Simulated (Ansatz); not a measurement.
The reference is TiO$_{2}$ in the anatase structure (space group I4_1/amd, No. 141; a = 3.770 Å, c = 9.552 Å).

Modification: 0.136 holes added to each cell, a density of 2.0×10^21 cm⁻³, with a uniform compensating background at fixed cell and a 300 K Fermi–Dirac width.

Method: PBEsol (Ansatz, a program for electronic structure; PAW; 420 eV plane waves; no spin-orbit coupling).

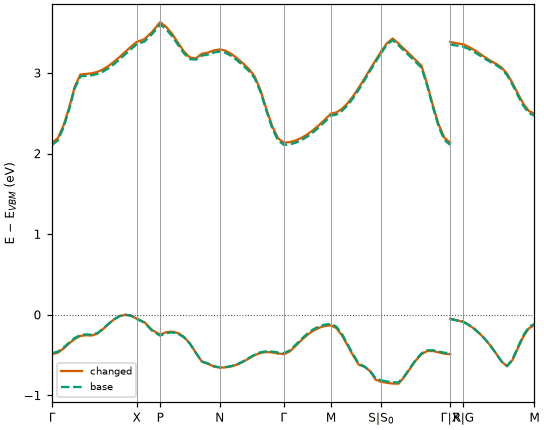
Figure. Highest valence and lowest conduction band along the path, each from its own valence-band maximum

Question: Read the changed gap and its character from the plot.

Answer: About 2.1 eV, indirect, Γ–X (87 % along) → Γ.

Charged cell with a jellium background: band edges are those of the host's band count, energies are not comparable with the neutral cell, and many-body gap narrowing is missing. No phonon test of stability was made. The final runs are not spin-polarised.
